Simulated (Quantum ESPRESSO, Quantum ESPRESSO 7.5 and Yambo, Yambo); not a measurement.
# A GW chain in Yambo: BAs (F-43m)

Wanted: ground state, empty states, screening and self-energy for BAs (F-43m).

Calculated with Quantum ESPRESSO 7.5 and Yambo 5.3.0; PBE and many-body steps on it, plane waves.

**What was measured.**

- Gap 1.82 eV: indirect gap from Tauc plot of optical absorption; UV-visible absorption, indirect Tauc plot; 300 K; bulk crystal (three thin as-grown single crystals with the same absorption edge) (“Photoluminescence mapping and time-domain thermo-photoluminescence for rapid imaging and measurement of thermal conductivity of boron arsenide”, 2019, arxiv:1910.07149).

- Gap 4.12 eV: direct gap from square of absorption coefficient, average of two samples; spectroscopic ellipsometry; 300 K; bulk crystal (CVT-grown opaque bulk crystals) (“Optical properties of cubic boron arsenide”, 2019, arxiv:1911.04914).

- Gap 2.02 eV: indirect gap from square root of absorption coefficient, average of three samples; transmission and reflection spectroscopy; 300 K; bulk crystal (CVT-grown platelets about 10 um thick) (“Optical properties of cubic boron arsenide”, 2019, arxiv:1911.04914).

### Step 1. Starting point

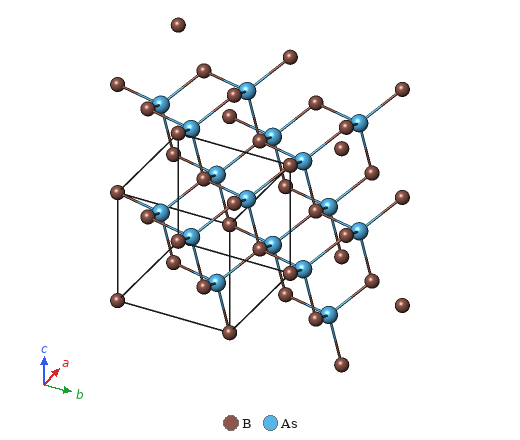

The cell as given, from a free direction (boron brown, arsenic blue). 1×2×2 cells are drawn. This picture shows the conventional cell, with its axes. Bonds to atoms that aren't drawn are left out. Some periodic images of atoms are drawn too.

The cell and positions come from the Crystallography Open Database and are kept as given unless a step says otherwise.

### Step 2. Ground state

This step: Quantum ESPRESSO 7.5; DFT, PBE, plane waves, norm-conserving pseudopotentials.

The ground-state density comes first.

The input, pw.in:

```
&control
  calculation = 'scf'
  prefix = 'x'
  outdir = 'o'
  pseudo_dir = 'pseudo'
/
&system
  ibrav = 0
  nat = 2
  ntyp = 2
  ecutwfc = 100.0
  nbnd = 18
  force_symmorphic = .true.
/
&electrons
  conv_thr = 1e-10
  electron_maxstep = 80
  mixing_beta = 0.5
/
ATOMIC_SPECIES
  B 10.81 B.upf
  As 74.922 As.upf
CELL_PARAMETERS angstrom
  -0.0000000000 2.3885000000 2.3885000000
  2.3885000000 -0.0000000000 2.3885000000
  2.3885000000 2.3885000000 -0.0000000000
ATOMIC_POSITIONS crystal
  B 0.0000000000 0.0000000000 0.0000000000
  As 0.2500000000 0.2500000000 0.2500000000
K_POINTS automatic
  8 8 8 0 0 0
```

Command:

```
$ OMP_NUM_THREADS=1 mpirun -n 4 pw.x -nk 4 -in pw.in > pw.out
```

The program printed:

```text
Program PWSCF v.7.5 starts

     This program is part of the open-source Quantum ESPRESSO suite
     for quantum simulation of materials; please cite
         "P. Giannozzi et al., J. Phys.:Condens. Matter 21 395502 (2009);
         "P. Giannozzi et al., J. Phys.:Condens. Matter 29 465901 (2017);
         "P. Giannozzi et al., J. Chem. Phys. 152 154105 (2020);
     in publications or presentations arising from this work. More details at
     Message from routine setup:
     using ibrav=0 with symmetry is DISCOURAGED, use correct ibrav instead

     G-vector sticks info

     bravais-lattice index     =            0
     lattice parameter (alat)  =       6.3832  a.u.
     unit-cell volume          =     183.9087 (a.u.)^3
     number of atoms/cell      =            2
     number of atomic types    =            2
     number of electrons       =        26.00
     number of Kohn-Sham states=           18
     kinetic-energy cutoff     =     100.0000  Ry
     charge density cutoff     =     400.0000  Ry
     scf convergence threshold =      1.0E-10
     mixing beta               =       0.5000
     number of iterations used =            8  plain     mixing
     Exchange-correlation= PBE
                           (   1   4   3   4   0   0   0)

     celldm(1)=   6.383210  celldm(2)=   0.000000  celldm(3)=   0.000000
     celldm(4)=   0.000000  celldm(5)=   0.000000  celldm(6)=   0.000000

     crystal axes: (cart. coord. in units of alat)
               a(1) = (  -0.000000   0.707107   0.707107 )
               a(2) = (   0.707107  -0.000000   0.707107 )
               a(3) = (   0.707107   0.707107  -0.000000 )

     reciprocal axes: (cart. coord. in units 2 pi/alat)
               b(1) = ( -0.707107  0.707107  0.707107 )
               b(2) = (  0.707107 -0.707107  0.707107 )
               b(3) = (  0.707107  0.707107 -0.707107 )
     Pseudo is Norm-conserving + core correction, Zval =  3.0
     Generated using ONCVPSP code by D. R. Hamann
     Using radial grid of 1534 points,  4 beta functions with:
     Pseudo is Norm-conserving + core correction, Zval = 23.0
     Generated using ONCVPSP code by D. R. Hamann
     Using radial grid of 1358 points,  6 beta functions with:
     B                 3.00    10.81000     B ( 1.00)
     As               23.00    74.92200     As( 1.00)

     24 Sym. Ops. (no inversion) found

   Cartesian axes

     site n.     atom                  positions (alat units)
         1        B      tau(   1) = (   0.0000000   0.0000000   0.0000000  )
         2        As     tau(   2) = (   0.3535534   0.3535534   0.3535534  )

     number of k points=    29
                       cart. coord. in units 2pi/alat
        k(    1) = (   0.0000000   0.0000000   0.0000000), wk =   0.0039062
        k(    2) = (   0.0883883   0.0883883  -0.0883883), wk =   0.0312500
        k(    3) = (   0.1767767   0.1767767  -0.1767767), wk =   0.0312500
        k(    4) = (   0.2651650   0.2651650  -0.2651650), wk =   0.0312500
        k(    5) = (  -0.3535534  -0.3535534   0.3535534), wk =   0.0156250
        k(    6) = (   0.1767767   0.0000000   0.0000000), wk =   0.0234375
        k(    7) = (   0.2651650   0.0883883  -0.0883883), wk =   0.0937500
        k(    8) = (   0.3535534   0.1767767  -0.1767767), wk =   0.0937500
        k(    9) = (  -0.2651650  -0.4419417   0.4419417), wk =   0.0937500
        k(   10) = (  -0.1767767  -0.3535534   0.3535534), wk =   0.0937500
     [... 17 further rows ...]
        k(   28) = (  -0.7071068   0.1767767  -0.0000000), wk =   0.0468750
        k(   29) = (  -0.7071068   0.3535534   0.0000000), wk =   0.0234375

     Dense  grid:    24933 G-vectors     FFT dimensions: (  45,  45,  45)

     Initial potential from superposition of free atoms

     starting charge      25.9995, renormalised to      26.0000
     Starting wfcs are   17 randomized atomic wfcs +    1 random wfcs

     per-process dynamical memory:    28.0 Mb

     Self-consistent Calculation

     iteration #  1     ecut=   100.00 Ry     beta= 0.50

     Threshold (ethr) on eigenvalues was too large:
     Diagonalizing with lowered threshold

     total energy              =    -616.36632469 Ry
     estimated scf accuracy    <       0.15484101 Ry

     iteration #  2     ecut=   100.00 Ry     beta= 0.50

     total energy              =    -616.39434790 Ry
     estimated scf accuracy    <       0.01138268 Ry

     iteration #  3     ecut=   100.00 Ry     beta= 0.50

     total energy              =    -616.39524841 Ry
     estimated scf accuracy    <       0.00166439 Ry

     iteration #  4     ecut=   100.00 Ry     beta= 0.50

     total energy              =    -616.39531919 Ry
     estimated scf accuracy    <       0.00003906 Ry

     iteration #  5     ecut=   100.00 Ry     beta= 0.50

     total energy              =    -616.39532577 Ry
     estimated scf accuracy    <       0.00000277 Ry

     iteration #  6     ecut=   100.00 Ry     beta= 0.50

     total energy              =    -616.39532626 Ry
     estimated scf accuracy    <       0.00000018 Ry

     iteration #  7     ecut=   100.00 Ry     beta= 0.50

     total energy              =    -616.39532630 Ry
     estimated scf accuracy    <       0.00000002 Ry

     iteration #  8     ecut=   100.00 Ry     beta= 0.50

     total energy              =    -616.39532631 Ry
     estimated scf accuracy    <          2.4E-09 Ry

     iteration #  9     ecut=   100.00 Ry     beta= 0.50

     total energy              =    -616.39532631 Ry
     estimated scf accuracy    <          5.6E-10 Ry

     iteration # 10     ecut=   100.00 Ry     beta= 0.50

     End of self-consistent calculation

          k = 0.0000 0.0000 0.0000 (  3119 PWs)   bands (ev):

  -173.2771-116.6590-116.6590-116.6590 -23.6917 -23.6917 -23.6917 -23.6721
   -23.6721  -3.2329  12.1652  12.1652  12.1652  15.4540  15.4540  15.4540
    16.8509  21.7655

          k = 0.0884 0.0884-0.0884 (  3092 PWs)   bands (ev):

  -173.2771-116.6590-116.6590-116.6590 -23.6913 -23.6906 -23.6906 -23.6720
   -23.6720  -2.9769  10.2039  11.7279  11.7279  15.5689  16.0312  16.0312
    18.1294  22.7110

          k = 0.1768 0.1768-0.1768 (  3104 PWs)   bands (ev):

  -173.2771-116.6590-116.6590-116.6590 -23.6901 -23.6883 -23.6883 -23.6713
   -23.6713  -2.2319   7.2340  11.0180  11.0180  15.2404  16.8332  16.8332
    20.0766  23.4880

          k = 0.2652 0.2652-0.2652 (  3097 PWs)   bands (ev):

     [... further k-points ...]

     highest occupied, lowest unoccupied level (ev):    12.1652   13.3722

!    total energy              =    -616.39532631 Ry
     estimated scf accuracy    <          1.7E-11 Ry

     The total energy is the sum of the following terms:
     one-electron contribution =    -522.16253670 Ry
     hartree contribution      =     249.08349149 Ry
     xc contribution           =     -57.81061323 Ry
     ewald contribution        =    -285.50566787 Ry

     convergence has been achieved in  10 iterations

     XML data file, charge density, pseudopotentials, collected wavefunctions

=------------------------------------------------------------------------------=
   JOB DONE.
=------------------------------------------------------------------------------=
```

Elapsed: 11 s, on 4 MPI ranks of Arm Neoverse V1, shared host; peak memory 0.25 GiB; 43 s of CPU time.

This step gave:

| Item | Value |
| --- | --- |
| total energy | -8386.4857 eV |
| gap | 1.207 eV |
| k of the valence top | 0, 0, 0 |
| k of the conduction bottom | 0, 0.375, 0.375 |
| least direct gap | 3.289 eV |

The gap is indirect, with the least direct gap 2.08 eV higher.

### Step 3. Bands along the symmetry lines

The cheap functional maps the bands first; the places of the edges decide which points the dearer methods must see.

The input, pw.in:

```
&control
  calculation = 'bands'
  prefix = 'x'
  outdir = 'o'
  pseudo_dir = 'pseudo'
/
&system
  ibrav = 0
  nat = 2
  ntyp = 2
  ecutwfc = 100.0
  nbnd = 19
  force_symmorphic = .true.
/
&electrons
  conv_thr = 1e-9
  electron_maxstep = 80
  diago_full_acc = .true.
  diago_thr_init = 5e-6
/
ATOMIC_SPECIES
  B 10.81 B.upf
  As 74.922 As.upf
CELL_PARAMETERS angstrom
  -0.0000000000 2.3885000000 2.3885000000
  2.3885000000 -0.0000000000 2.3885000000
  2.3885000000 2.3885000000 -0.0000000000
ATOMIC_POSITIONS crystal
  B 0.0000000000 0.0000000000 0.0000000000
  As 0.2500000000 0.2500000000 0.2500000000
K_POINTS crystal
  50
  0.00000000 0.00000000 0.00000000 1
  -0.06250000 -0.06250000 0.00000000 1
  -0.12500000 -0.12500000 0.00000000 1
  -0.18750000 -0.18750000 0.00000000 1
  -0.25000000 -0.25000000 0.00000000 1
  -0.31250000 -0.31250000 0.00000000 1
  -0.37500000 -0.37500000 0.00000000 1
  -0.43750000 -0.43750000 0.00000000 1
  -0.50000000 -0.50000000 0.00000000 1
  -0.48437500 -0.48437500 0.03125000 1
  -0.46875000 -0.46875000 0.06250000 1
  -0.45312500 -0.45312500 0.09375000 1
  -0.43750000 -0.43750000 0.12500000 1
  -0.42187500 -0.42187500 0.15625000 1
  -0.40625000 -0.40625000 0.18750000 1
  -0.39062500 -0.39062500 0.21875000 1
  -0.37500000 -0.37500000 0.25000000 1
  -0.37500000 0.00000000 0.37500000 1
  -0.32812500 0.00000000 0.32812500 1
  -0.28125000 0.00000000 0.28125000 1
  -0.23437500 0.00000000 0.23437500 1
  -0.18750000 0.00000000 0.18750000 1
  -0.14062500 0.00000000 0.14062500 1
  -0.09375000 0.00000000 0.09375000 1
  -0.04687500 0.00000000 0.04687500 1
  0.00000000 0.00000000 0.00000000 1
  0.00000000 0.00000000 0.06250000 1
  0.00000000 0.00000000 0.12500000 1
  0.00000000 0.00000000 0.18750000 1
  0.00000000 0.00000000 0.25000000 1
  0.00000000 0.00000000 0.31250000 1
  0.00000000 0.00000000 0.37500000 1
  0.00000000 0.00000000 0.43750000 1
  -0.00000000 -0.00000000 0.50000000 1
  -0.06250000 -0.03125000 0.46875000 1
  -0.12500000 -0.06250000 0.43750000 1
  -0.18750000 -0.09375000 0.40625000 1
  -0.25000000 -0.12500000 0.37500000 1
  -0.31250000 -0.15625000 0.34375000 1
  -0.37500000 -0.18750000 0.31250000 1
  -0.43750000 -0.21875000 0.28125000 1
  -0.50000000 -0.25000000 0.25000000 1
  -0.50000000 -0.28125000 0.21875000 1
  -0.50000000 -0.31250000 0.18750000 1
  -0.50000000 -0.34375000 0.15625000 1
  -0.50000000 -0.37500000 0.12500000 1
  -0.50000000 -0.40625000 0.09375000 1
  -0.50000000 -0.43750000 0.06250000 1
  -0.50000000 -0.46875000 0.03125000 1
  -0.50000000 -0.50000000 0.00000000 1
```

The program printed:

```text
[banner, memory and clock lines left out]
Program PWSCF v.7.5 starts

     Atomic positions and unit cell read from directory:
     o/x.save/

     Message from routine setup:
     using ibrav=0 with symmetry is DISCOURAGED, use correct ibrav instead

     G-vector sticks info

     bravais-lattice index     =            0
     lattice parameter (alat)  =       6.3832  a.u.
     unit-cell volume          =     183.9087 (a.u.)^3
     number of atoms/cell      =            2
     number of atomic types    =            2
     number of electrons       =        26.00
     number of Kohn-Sham states=           19
     kinetic-energy cutoff     =     100.0000  Ry
     charge density cutoff     =     400.0000  Ry
     Exchange-correlation= PBE
                           (   1   4   3   4   0   0   0)

     celldm(1)=   6.383210  celldm(2)=   0.000000  celldm(3)=   0.000000
     celldm(4)=   0.000000  celldm(5)=   0.000000  celldm(6)=   0.000000

     crystal axes: (cart. coord. in units of alat)
               a(1) = (  -0.000000   0.707107   0.707107 )
               a(2) = (   0.707107  -0.000000   0.707107 )
               a(3) = (   0.707107   0.707107  -0.000000 )

     reciprocal axes: (cart. coord. in units 2 pi/alat)
               b(1) = ( -0.707107  0.707107  0.707107 )
               b(2) = (  0.707107 -0.707107  0.707107 )
               b(3) = (  0.707107  0.707107 -0.707107 )
     Pseudo is Norm-conserving + core correction, Zval =  3.0
     Generated using ONCVPSP code by D. R. Hamann
     Using radial grid of 1534 points,  4 beta functions with:
     Pseudo is Norm-conserving + core correction, Zval = 23.0
     Generated using ONCVPSP code by D. R. Hamann
     Using radial grid of 1358 points,  6 beta functions with:
     B                 3.00    10.81000     B ( 1.00)
     As               23.00    74.92200     As( 1.00)

     24 Sym. Ops. (no inversion) found

   Cartesian axes

     site n.     atom                  positions (alat units)
         1        B      tau(   1) = (   0.0000000   0.0000000   0.0000000  )
         2        As     tau(   2) = (   0.3535534   0.3535534   0.3535534  )

     number of k points=    50
                       cart. coord. in units 2pi/alat
        k(    1) = (   0.0000000   0.0000000   0.0000000), wk =   0.0400000
        k(    2) = (   0.0000000   0.0000000  -0.0883883), wk =   0.0400000
        k(    3) = (   0.0000000   0.0000000  -0.1767767), wk =   0.0400000
[...]
[... 38 further rows ...]
        k(   49) = (   0.0441942  -0.0000000  -0.7071068), wk =   0.0400000
        k(   50) = (   0.0000000   0.0000000  -0.7071068), wk =   0.0400000

     Dense  grid:    24933 G-vectors     FFT dimensions: (  45,  45,  45)

     The potential is recalculated from file :
     o/x.save/charge-density

     Starting wfcs are   17 randomized atomic wfcs +    2 random wfcs

     Band Structure Calculation

     End of band structure calculation

          k = 0.0000 0.0000 0.0000 (  3119 PWs)   bands (ev):

  -173.2770-116.6589-116.6589-116.6589 -23.6917 -23.6917 -23.6917 -23.6720
   -23.6720  -3.2329  12.1652  12.1652  12.1652  15.4540  15.4540  15.4540
    16.8509  21.7656  25.3322

          k = 0.0000 0.0000-0.0884 (  3115 PWs)   bands (ev):

  -173.2770-116.6589-116.6589-116.6589 -23.6919 -23.6911 -23.6911 -23.6722
   -23.6718  -3.1471  11.7377  11.7838  11.7838  15.2182  15.9295  15.9295
    17.2349  22.1194  23.9086

          k = 0.0000 0.0000-0.1768 (  3107 PWs)   bands (ev):

  -173.2770-116.6589-116.6589-116.6589 -23.6925 -23.6894 -23.6894 -23.6728
   -23.6711  -2.8912  10.7175  11.0060  11.0060  14.7555  16.9850  16.9850
    17.8021  22.3845  23.0796

          k =-0.0000 0.0000-0.2652 (  3122 PWs)   bands (ev):

[...]
k = 0.0000 0.0000-0.3536 (  3122 PWs)   bands (ev):

[...]
k = 0.0000-0.0000-0.4419 (  3090 PWs)   bands (ev):

[...]
k =-0.0000 0.0000-0.5303 (  3090 PWs)   bands (ev):

[...]
k = 0.0000-0.0000-0.6187 (  3102 PWs)   bands (ev):

[...]
k = 0.5303-0.0000-0.5303 (  3108 PWs)   bands (ev):

[...]
k = 0.0000 0.0000 0.0000 (  3119 PWs)   bands (ev):

[...]
k = 0.1326 0.0000-0.7071 (  3126 PWs)   bands (ev):

[...]
k = 0.0884-0.0000-0.7071 (  3106 PWs)   bands (ev):

[...]
k = 0.0442-0.0000-0.7071 (  3104 PWs)   bands (ev):

  -173.2770-116.6590-116.6589-116.6589 -23.6966 -23.6779 -23.6760 -23.6758
   -23.6661   0.9521   3.6654   8.0299   8.0376  13.7217  13.7363  23.4411
    23.4928  24.9847  29.1559

          k = 0.0000 0.0000-0.7071 (  3138 PWs)   bands (ev):

  -173.2770-116.6590-116.6590-116.6590 -23.6968 -23.6780 -23.6759 -23.6759
   -23.6660   0.9463   3.6514   8.0912   8.0912  13.6158  13.6240  23.5578
    23.5578  25.0446  29.4487

     XML data file, pseudopotentials, collected wavefunctions
```

It took 4.3 s on 4 MPI ranks; peak memory 0.22 GiB; 17 s of CPU time.

This step gave:

- gap: 1.207 eV
- k of the valence top: 0, 0, 0
- k of the conduction bottom: -0.375, -0.375, 0
- least direct gap: 3.289 eV

The gap is 1.207 eV, as in the run before at this level.

The electronic bands at the labelled points (eV, zero at the top of the highest filled band):

```
    point  band 10  band 11  band 12  band 13  band 14  band 15  band 16  band 17
        Γ   -15.40     0.00     0.00     0.00     3.29     3.29     3.29     4.69
        X   -11.22    -8.51    -4.07    -4.07     1.45     1.46    11.39    11.39
        U   -11.26    -8.13    -5.94    -3.48     2.06     5.56     9.24     9.78
jump to K   -11.26    -8.13    -5.94    -3.48     2.06     5.56     9.24     9.78
        Γ   -15.40     0.00     0.00     0.00     3.29     3.29     3.29     4.69
        L   -12.53    -8.77    -1.82    -1.82     2.70     4.80     4.80     8.90
        W   -11.06    -8.05    -5.48    -5.19     5.27     5.95     6.83     7.06
        X   -11.22    -8.51    -4.07    -4.07     1.45     1.46    11.39    11.39
```

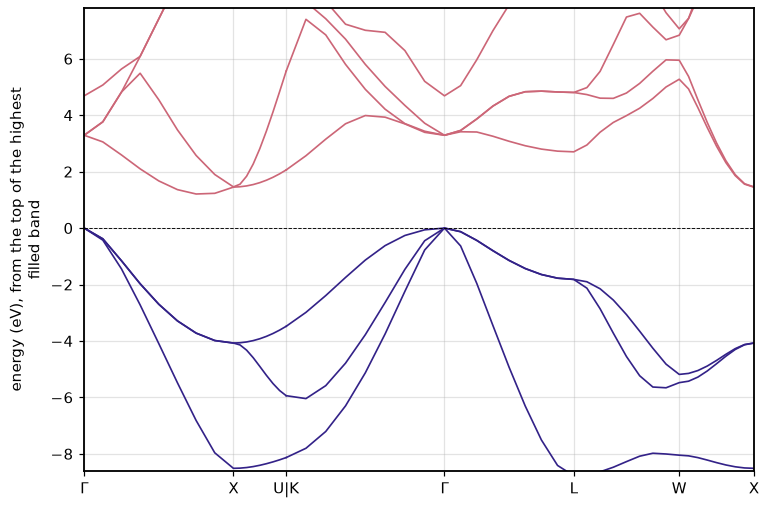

Electronic bands along the path; lines of filled and empty bands in two colours.

[end of part 1 of 3]

[Paths, hosts, dates, memory and timing lines, banners, echoed tables and standing remarks are left out of the program output.]

[Logs are printed without paths, hosts, clocks, repeated set-up lines and the standing remarks that a program may print on its own settings, such as how far it seeks lower states.]

[Runs of the session that timed out or met a known fault of the program may be left out.]

[Hosts, paths, dates, database ids (printed as entryN), source tags and the programs' standing remarks are cut or masked in the printed files.]
